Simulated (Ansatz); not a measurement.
# BSiNH (doublet): one geometry, many settings

Aim: run BSiNH (doublet) at one geometry under a spread of methods and options, and see what each costs and gives.

Method: the settings change from run to run; program: Ansatz 0.2.0, Gaussian basis.

22 further runs of the same task are left out: 10 that didn't finish, 12 set aside as unsound or not needed.

## Step 1: The geometry

The geometry is a PBE0/def2-TZVP stationary point (not a proven minimum).

4 atoms, charge 0, spin multiplicity 2.

Atoms are counted from 1 here; the program's logs count them from 0.

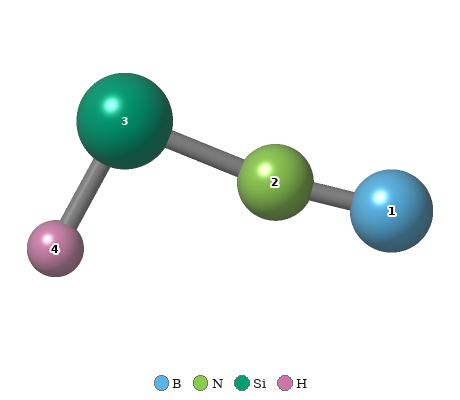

The structure; boron blue, nitrogen green, silicon teal, hydrogen pink; atoms are numbered from 1 in the order of the file.

## Step 2: MP2 on ROHF/cc-pVDZ

Contents of in.yaml:

```yaml
crystal:
  periodic: [false, false, false]
  atoms:
    - {symbol: B, position_ang: [0.000000, 0.016116, 1.931055]}
    - {symbol: N, position_ang: [0.000000, 0.074561, 0.673291]}
    - {symbol: Si, position_ang: [0.000000, -0.093854, -1.030677]}
    - {symbol: H, position_ang: [0.000000, 1.406192, -1.349441]}
basis:
  gaussian: {orbitals: cc-pVDZ}
magnetization: {spin_polarized: false, initial_magnetization: 1}
correlation: {method: mp2, electrons: outside_noble_gas}
accuracy: high
scf: {lower_state_search: off}
```

Launch:

```sh
$ ansatz run in.yaml --threads 1 --pin off --events-out ev --progress --plain --max-ram 2393MiB
```

Log:

```text
Functional definition: HF
  name "HF"
  cite "Fock, Z. Phys. 61, 126 (1930) doi:10.1007/BF01340294"
  parent pbe
  exchange = exact_x
  correlation = 0
these checks for a lower state are left out or cut short: stability, starts, cluster_reference, orbital_swaps, neighbouring_geometries, increment
1083 factors; integrals over basis functions are off by at most 3.5e-9 eV
mean field evaluation 1: about -10022.9591 eV, gradient 3.9e1 eV
mean field evaluation 2: about -10023.0176 eV, gradient 3.9e1 eV
mean field evaluation 4: about -10027.4529 eV, gradient 4.7e0 eV
mean field evaluation 8: about -10028.8994 eV, gradient 3.5e0 eV
mean field evaluation 16: about -10029.1777 eV, gradient 1.2e-4 eV
mean field -10029.17772195 eV, -368.5654832610 hartree, gradient 5.7e-8 eV, S^2 0.750000; 0 other end points of the search recorded, 0 dependent functions left out
7 core orbitals not correlated: weight in the atoms' cores, before any rotation towards them, 1.000 or more for the frozen orbitals, at most 0.000 for the correlated occupied ones
reference -10029.17772195 eV, -368.5654832610 hartree; 7, 6 occupied and 37, 38 virtual orbitals, 1083 factors
second order -7.95591990 eV of doubles, -0.02912726 eV of singles
Total energy: -10037.16276911 eV, -368.8589283316 hartree
Checks for a lower state left out: stability, starts, cluster_reference, orbital_swaps, neighbouring_geometries, increment
```

Run time: 0.81 s. Hardware: 1 thread of Arm Neoverse V1, shared host.

## Step 3: HF/def2-SVP

Contents of in.yaml:

```yaml
crystal:
  periodic: [false, false, false]
  atoms:
    - {symbol: B, position_ang: [0.000000, 0.016116, 1.931055]}
    - {symbol: N, position_ang: [0.000000, 0.074561, 0.673291]}
    - {symbol: Si, position_ang: [0.000000, -0.093854, -1.030677]}
    - {symbol: H, position_ang: [0.000000, 1.406192, -1.349441]}
basis:
  gaussian: {orbitals: def2-SVP}
magnetization: {spin_polarized: true, initial_magnetization: 1}
hamiltonian: {xc: hf}
output: {forces: true, orbitals: {seedname: orbitals}}
```

Same command.

Log, shortened:

```text
Functional definition: HF
  name "HF"
  cite "Fock, Z. Phys. 61, 126 (1930) doi:10.1007/BF01340294"
  parent pbe
[...]
505 factors; integrals over basis functions are off by at most 1.2e-3 eV
[...]
mean field -10025.05287307 eV, -368.4138978604 hartree, gradient 2.7e-5 eV, S^2 1.031178; 3 other end points of the search recorded, 0 dependent functions left out
[...]
reference -10025.05287307 eV, -368.4138978604 hartree; 14, 13 occupied and 37, 38 virtual orbitals, 505 factors
WARN: the results are in doubt because the forces break the atoms' symmetry
Total energy: -10025.05287307 eV, -368.4138978604 hartree
Atom 0 at     0.000000     0.016116     1.931055 Å, force     0.018633     0.081150    -0.714845 eV/Å
Atom 1 at     0.000000     0.074561     0.673291 Å, force    -0.031971    -0.275857     1.084486 eV/Å
Atom 2 at     0.000000    -0.093854    -1.030677 Å, force     0.011116     0.494714    -0.210906 eV/Å
Atom 3 at     0.000000     1.406192    -1.349441 Å, force     0.002222    -0.300007    -0.158736 eV/Å
Dipole moment:    -0.004029    -0.001873     0.292800 e Å
In doubt: the forces break the atoms' symmetry
```

Wall time 2 s (1 thread of Arm Neoverse V1, shared host).

From the report: ⟨S²⟩ of the determinant 1.031 (pure doublet: 0.75). Mind the lines of doubt at the end of the log.

## Step 4: BCCD on UHF/cc-pVDZ

in.yaml: that of step 3 with these lines changed.

```diff
@@ -8,5 +8,4 @@
 basis:
-  gaussian: {orbitals: def2-SVP}
+  gaussian: {orbitals: cc-pVDZ}
 magnetization: {spin_polarized: true, initial_magnetization: 1}
-hamiltonian: {xc: hf}
-output: {forces: true, orbitals: {seedname: orbitals}}
+correlation: {method: bccd, electrons: outside_noble_gas}
```

Same command.

Log, shortened:

```text
Functional definition: HF
  name "HF"
  cite "Fock, Z. Phys. 61, 126 (1930) doi:10.1007/BF01340294"
  parent pbe
[...]
497 factors; integrals over basis functions are off by at most 1.2e-3 eV
[...]
mean field -10029.32188076 eV, -368.5707809993 hartree, gradient 2.3e-6 eV, S^2 1.048316; 17 other end points of the search recorded, 0 dependent functions left out
determinant -10029.32188076 eV, -368.5707809993 hartree, with singles and doubles -10037.85696445 eV, -368.8844395397 hartree
determinant -10028.12812879 eV, -368.5269114237 hartree, with singles and doubles -10036.23397444 eV, -368.8247957568 hartree
determinant -10027.64512332 eV, -368.5091613000 hartree, with singles and doubles -10036.40515887 eV, -368.8310866689 hartree
determinant -10027.56153792 eV, -368.5060895931 hartree, with singles and doubles -10035.90573720 eV, -368.8127332610 hartree
[...]
determinant -10027.35428485 eV, -368.4984731836 hartree, with singles and doubles -10035.81592114 eV, -368.8094325814 hartree
determinant -10026.66308142 eV, -368.4730719258 hartree, with singles and doubles -10034.55866649 eV, -368.7632293254 hartree
determinant -10026.53390115 eV, -368.4683246386 hartree, with singles and doubles -10034.72024885 eV, -368.7691673677 hartree
determinant -10026.14501095 eV, -368.4540331872 hartree, with singles and doubles -10033.99040369 eV, -368.7423460528 hartree
7 core orbitals not correlated: weight in the atoms' cores, before any rotation towards them, 1.000 or more for the frozen orbitals, at most 0.000 for the correlated occupied ones
reference -10029.32188076 eV, -368.5707809993 hartree; 7, 6 occupied and 37, 38 virtual orbitals, 497 factors
second order -7.68846227 eV of doubles, -0.00000000 eV of singles
cycle   1  -8.53954011 eV  change   -4.5e-3 eV  update   2.6e-2
[...]
cycle  14  -8.53990168 eV  change    4.8e-6 eV  update   1.4e-5
Total energy: -10037.86178244 eV, -368.8846165975 hartree
```

It took 17 s on 1 thread of Arm Neoverse V1, shared host.

From the report: ⟨S²⟩ of the determinant 1.048 (pure doublet: 0.75); correlation -8.5399 eV; largest double amplitude 0.08.

## Step 5: MP2 on UHF/cc-pVDZ

in.yaml: that of step 4 with these lines changed.

```diff
@@ -10,2 +10,2 @@
 magnetization: {spin_polarized: true, initial_magnetization: 1}
-correlation: {method: bccd, electrons: outside_noble_gas}
+correlation: {method: mp2, electrons: outside_noble_gas}
```

The command is unchanged.

Log, shortened:

```text
Functional definition: HF
  name "HF"
  cite "Fock, Z. Phys. 61, 126 (1930) doi:10.1007/BF01340294"
  parent pbe
[...]
497 factors; integrals over basis functions are off by at most 1.2e-3 eV
[...]
mean field -10029.32188076 eV, -368.5707809993 hartree, gradient 2.3e-6 eV, S^2 1.048316; 12 other end points of the search recorded, 0 dependent functions left out
7 core orbitals not correlated: weight in the atoms' cores, before any rotation towards them, 1.000 or more for the frozen orbitals, at most 0.000 for the correlated occupied ones
reference -10029.32188076 eV, -368.5707809993 hartree; 7, 6 occupied and 37, 38 virtual orbitals, 497 factors
second order -7.68846227 eV of doubles, -0.00000000 eV of singles
Total energy: -10037.01034303 eV, -368.8533267763 hartree
```

Run time: 3.6 s. Hardware: 1 thread of Arm Neoverse V1, shared host.

From the report: ⟨S²⟩ of the determinant 1.048 (pure doublet: 0.75).

## Step 6: HF/cc-pVDZ

in.yaml: that of step 5 with these lines changed.

```diff
@@ -9,3 +9,5 @@
   gaussian: {orbitals: cc-pVDZ}
-magnetization: {spin_polarized: true, initial_magnetization: 1}
-correlation: {method: mp2, electrons: outside_noble_gas}
+magnetization: {spin_polarized: false, initial_magnetization: 1}
+hamiltonian: {xc: hf, pseudopotentials: {relativity: none}}
+accuracy: high
+output: {orbitals: {seedname: orbitals}}
```

The command is unchanged.

Log:

```text
Functional definition: HF
  name "HF"
  cite "Fock, Z. Phys. 61, 126 (1930) doi:10.1007/BF01340294"
  parent pbe
  exchange = exact_x
  correlation = 0
1083 factors; integrals over basis functions are off by at most 3.5e-9 eV
mean field evaluation 1: about -10022.9591 eV, gradient 3.9e1 eV
mean field evaluation 2: about -10023.0176 eV, gradient 3.9e1 eV
mean field evaluation 4: about -10027.4529 eV, gradient 4.7e0 eV
mean field evaluation 8: about -10028.8994 eV, gradient 3.5e0 eV
mean field evaluation 16: about -10029.1777 eV, gradient 1.2e-4 eV
mean field evaluation 32: about -10027.0829 eV, gradient 3.4e0 eV
mean field evaluation 64: about -10026.4476 eV, gradient 3.3e-1 eV
mean field evaluation 96: about -10029.1777 eV, gradient 5.5e-4 eV
mean field -10029.17772195 eV, -368.5654832610 hartree, gradient 5.7e-8 eV, S^2 0.750000; 1 other end points of the search recorded, 0 dependent functions left out
reference -10029.17772195 eV, -368.5654832610 hartree; 14, 13 occupied and 37, 38 virtual orbitals, 1083 factors
Total energy: -10029.17772195 eV, -368.5654832610 hartree
```

Wall time 1.4 s (1 thread of Arm Neoverse V1, shared host).

## Step 7: CASCI(1,3)/6-31G

in.yaml: that of step 6 with these lines changed.

```diff
@@ -8,6 +8,4 @@
 basis:
-  gaussian: {orbitals: cc-pVDZ}
+  gaussian: {orbitals: 6-31G}
 magnetization: {spin_polarized: false, initial_magnetization: 1}
-hamiltonian: {xc: hf, pseudopotentials: {relativity: none}}
-accuracy: high
-output: {orbitals: {seedname: orbitals}}
+correlation: {active_space: {window: {electrons: 1, orbitals: 3}, fixed_orbitals: true}}
```

Launched as before.

Log, shortened:

```text
Functional definition: HF
  name "HF"
  cite "Fock, Z. Phys. 61, 126 (1930) doi:10.1007/BF01340294"
  parent pbe
[...]
430 factors; integrals over basis functions are off by at most 2.1e-4 eV
[...]
mean field -10027.01460959 eV, -368.4859903477 hartree, gradient 2.0e-6 eV, S^2 0.750000; 10 other end points of the search recorded, 0 dependent functions left out
reference -10027.01460959 eV, -368.4859903477 hartree; 14, 13 occupied and 19, 20 virtual orbitals, 430 factors
state -10027.01460959 eV, -368.4859903477 hartree
Total energy: -10027.01460959 eV, -368.4859903477 hartree
```

It took 0.88 s on 1 thread of Arm Neoverse V1, shared host.

From the report: 2 determinants; active occupations 1.00, 0.00, 0.00. With so small a space the active step adds no correlation: the energy is the mean field's.

## Step 8: BCCD(T) on UHF/cc-pVDZ

Contents of in.yaml:

```yaml
crystal:
  periodic: [false, false, false]
  atoms:
    - {symbol: B, position_ang: [0.000000, 0.016116, 1.931055]}
    - {symbol: N, position_ang: [0.000000, 0.074561, 0.673291]}
    - {symbol: Si, position_ang: [0.000000, -0.093854, -1.030677]}
    - {symbol: H, position_ang: [0.000000, 1.406192, -1.349441]}
basis:
  gaussian: {orbitals: cc-pVDZ}
magnetization: {spin_polarized: true, initial_magnetization: 1}
correlation: {method: bccd_t, electrons: valence}
scf: {lower_state_search: light}
output: {forces: true}
```

Launched as before.

Log, shortened:

```text
Functional definition: HF
  name "HF"
  cite "Fock, Z. Phys. 61, 126 (1930) doi:10.1007/BF01340294"
  parent pbe
[...]
497 factors; integrals over basis functions are off by at most 1.2e-3 eV
[...]
mean field -10029.32188076 eV, -368.5707809993 hartree, gradient 2.3e-6 eV, S^2 1.048316; 17 other end points of the search recorded, 0 dependent functions left out
determinant -10029.32188076 eV, -368.5707809993 hartree, with singles and doubles -10037.85696445 eV, -368.8844395397 hartree
determinant -10028.12812879 eV, -368.5269114237 hartree, with singles and doubles -10036.23397444 eV, -368.8247957568 hartree
determinant -10027.64512332 eV, -368.5091613000 hartree, with singles and doubles -10036.40515887 eV, -368.8310866689 hartree
determinant -10027.56153792 eV, -368.5060895931 hartree, with singles and doubles -10035.90573720 eV, -368.8127332610 hartree
[...]
7 core orbitals not correlated: weight in the atoms' cores, before any rotation towards them, 1.000 or more for the frozen orbitals, at most 0.000 for the correlated occupied ones
reference -10029.32188076 eV, -368.5707809993 hartree; 7, 6 occupied and 37, 38 virtual orbitals, 497 factors
second order -7.68846227 eV of doubles, -0.00000000 eV of singles
cycle   1  -8.53954011 eV  change   -4.5e-3 eV  update   2.6e-2
[...]
cycle  22  -8.53990188 eV  change   -2.7e-7 eV  update   3.5e-7
perturbative correction -0.39258144 eV, -0.0144271019 hartree
[...]
Total energy: -10038.25436408 eV, -368.8990437069 hartree
Atom 0 at     0.000000     0.016116     1.931055 Å, force     0.000014    -0.067662     1.679541 eV/Å
Atom 1 at     0.000000     0.074561     0.673291 Å, force    -0.000024     0.173297    -0.289766 eV/Å
Atom 2 at     0.000000    -0.093854    -1.030677 Å, force     0.000009    -0.176855    -1.347308 eV/Å
Atom 3 at     0.000000     1.406192    -1.349441 Å, force     0.000001     0.071220    -0.042468 eV/Å
Dipole moment:    -0.000002     0.003881     0.163316 e Å
```

Run time: 25 s. Hardware: 1 thread of Arm Neoverse V1, shared host.

From the report: ⟨S²⟩ of the determinant 1.048 (pure doublet: 0.75); correlation -8.9325 eV; largest double amplitude 0.08.

## Step 9: BCCD/cc-pVDZ

in.yaml: that of step 8 with these lines changed.

```diff
@@ -9,5 +9,5 @@
   gaussian: {orbitals: cc-pVDZ}
-magnetization: {spin_polarized: true, initial_magnetization: 1}
-correlation: {method: bccd_t, electrons: valence}
-scf: {lower_state_search: light}
+magnetization: {spin_polarized: false, initial_magnetization: 1}
+hamiltonian: {xc: {name: PBE0}}
+correlation: {method: bccd, electrons: outside_noble_gas, diis_vectors: 1}
 output: {forces: true}
```

The command is unchanged.

Log, shortened:

```text
Functional definition: PBE0
  name "PBE0"
  cite "Adamo & Barone, J. Chem. Phys. 110, 6158 (1999) doi:10.1063/1.478522"
  cite "Perdew, Burke & Ernzerhof, Phys. Rev. Lett. 77, 3865 (1996) doi:10.1103/PhysRevLett.77.3865"
  parent pbe
[...]
497 factors; integrals over basis functions are off by at most 1.2e-3 eV
[...]
mean field -10050.82788200 eV, -369.3611119678 hartree, gradient 4.1e-6 eV, S^2 0.750000; 3 other end points of the search recorded, 0 dependent functions left out
[...]
7 core orbitals not correlated: weight in the atoms' cores, before any rotation towards them, 1.000 or more for the frozen orbitals, at most 0.000 for the correlated occupied ones
reference -10028.75998129 eV, -368.5501315749 hartree; 7, 6 occupied and 37, 38 virtual orbitals, 497 factors
second order -8.42624434 eV of doubles, -0.29479110 eV of singles
cycle   1  -8.58293491 eV  change    1.3e-1 eV  update   1.1e-1
[...]
cycle  54  -9.04522542 eV  change   -1.8e-7 eV  update   5.5e-7
[...]
Total energy: -10037.80520671 eV, -368.8825374779 hartree
Atom 0 at     0.000000     0.016116     1.931055 Å, force    -0.000000    -0.039823     1.064398 eV/Å
Atom 1 at     0.000000     0.074561     0.673291 Å, force     0.000000     0.138439     0.230920 eV/Å
Atom 2 at     0.000000    -0.093854    -1.030677 Å, force     0.000000    -0.147457    -1.259612 eV/Å
Atom 3 at     0.000000     1.406192    -1.349441 Å, force    -0.000000     0.048841    -0.035705 eV/Å
Dipole moment:     0.000000     0.004692     0.187611 e Å
```

Run time: 18 s. Hardware: 1 thread of Arm Neoverse V1, shared host.

From the report: correlation -9.0452 eV; largest double amplitude 0.08.

## Step 10: BCCD on ROHF/cc-pVDZ

in.yaml: that of step 9 with these lines changed.

```diff
@@ -10,4 +10,3 @@
 magnetization: {spin_polarized: false, initial_magnetization: 1}
-hamiltonian: {xc: {name: PBE0}}
-correlation: {method: bccd, electrons: outside_noble_gas, diis_vectors: 1}
+correlation: {method: bccd, electrons: valence, diis_vectors: 12}
 output: {forces: true}
```

Launched as before.

Log, shortened:

```text
Functional definition: HF
  name "HF"
  cite "Fock, Z. Phys. 61, 126 (1930) doi:10.1007/BF01340294"
  parent pbe
[...]
497 factors; integrals over basis functions are off by at most 1.2e-3 eV
[...]
mean field -10029.17763830 eV, -368.5654801867 hartree, gradient 4.2e-6 eV, S^2 0.750000; 13 other end points of the search recorded, 0 dependent functions left out
[...]
determinant -10029.17763830 eV, -368.5654801867 hartree, with singles and doubles -10037.88780524 eV, -368.8855729179 hartree
determinant -10027.46201705 eV, -368.5024322687 hartree, with singles and doubles -10036.37381358 eV, -368.8299347506 hartree
determinant -10027.44974393 eV, -368.5019812400 hartree, with singles and doubles -10036.38601929 eV, -368.8303833020 hartree
determinant -10026.44819334 eV, -368.4651749344 hartree, with singles and doubles -10034.71831584 eV, -368.7690963306 hartree
[...]
7 core orbitals not correlated: weight in the atoms' cores, before any rotation towards them, 1.000 or more for the frozen orbitals, at most 0.000 for the correlated occupied ones
reference -10029.17763830 eV, -368.5654801867 hartree; 7, 6 occupied and 37, 38 virtual orbitals, 497 factors
second order -7.95589413 eV of doubles, -0.02912711 eV of singles
cycle   1  -8.67662750 eV  change    3.4e-2 eV  update   1.8e-2
[...]
cycle  15  -8.68424487 eV  change   -1.3e-6 eV  update   1.1e-6
[...]
Total energy: -10037.86188317 eV, -368.8846202992 hartree
Atom 0 at     0.000000     0.016116     1.931055 Å, force     0.000000    -0.039615     1.060174 eV/Å
Atom 1 at     0.000000     0.074561     0.673291 Å, force     0.000000     0.137611     0.227838 eV/Å
Atom 2 at     0.000000    -0.093854    -1.030677 Å, force    -0.000000    -0.142752    -1.253300 eV/Å
Atom 3 at     0.000000     1.406192    -1.349441 Å, force     0.000000     0.044756    -0.034712 eV/Å
Dipole moment:     0.000000     0.005040     0.188333 e Å
```

It took 17 s on 1 thread of Arm Neoverse V1, shared host.

From the report: correlation -8.6842 eV; largest double amplitude 0.08.

## Step 11: All runs side by side

Where basis and cores are those of an earlier UCCSDT(Q)/cc-pVDZ run (-10038.3212 eV), and the state is the same kind, the miss against it is given. † marks a result that the program doubts.

```
                          level         correlated  functions  energy (eV)  from UCCSDT(Q) (meV)    time
            MP2 on ROHF/cc-pVDZ  outside noble gas         51  -10037.1628                1158.5  0.81 s
                  HF/def2-SVP †                            51  -10025.0529                           2 s
            BCCD on UHF/cc-pVDZ  outside noble gas         51  -10037.8618                 459.4    17 s
             MP2 on UHF/cc-pVDZ  outside noble gas         51  -10037.0103                1310.9   3.6 s
                     HF/cc-pVDZ                            51  -10029.1777                         1.4 s
               CASCI(1,3)/6-31G                            33  -10027.0146                        0.88 s
         BCCD(T) on UHF/cc-pVDZ            valence         51  -10038.2544                  66.9    25 s
BCCD/cc-pVDZ (on PBE0 orbitals)  outside noble gas         51  -10037.8052                 516.0    18 s
           BCCD on ROHF/cc-pVDZ            valence         51  -10037.8619                 459.3    17 s
```

## Step 12: What came out

```
quantity                         value
    runs                             9
quickest   MP2 on ROHF/cc-pVDZ, 0.81 s
 slowest  BCCD(T) on UHF/cc-pVDZ, 25 s
```

Total energies in different bases, with other cores or another treatment of relativity can't be set against each other. BCCD(T) on UHF/cc-pVDZ took 31 times as long as MP2 on ROHF/cc-pVDZ; the jobs differ in more than the method. Among the correlated runs with a miss given, it spans +67 to +1311 meV. Cores frozen from Kohn-Sham orbitals shift the total energy.
